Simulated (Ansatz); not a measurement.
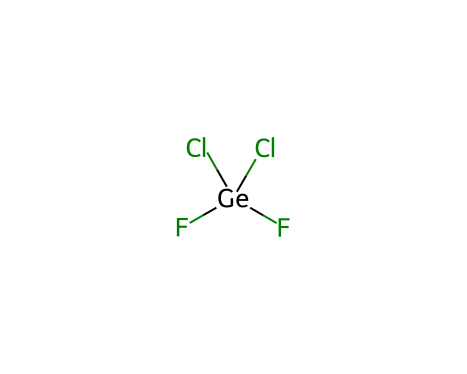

Simulated data, not a measurement (program: Ansatz).

2D structure.

Q: Give its SMILES.

A: [F][Ge]([F])([Cl])[Cl]

Q: What is the molecular formula?

A: GeCl2F2.

Q: An optimisation with PBE0-D4/def2-TZVP gave a structure of which point group?

A: C2v.
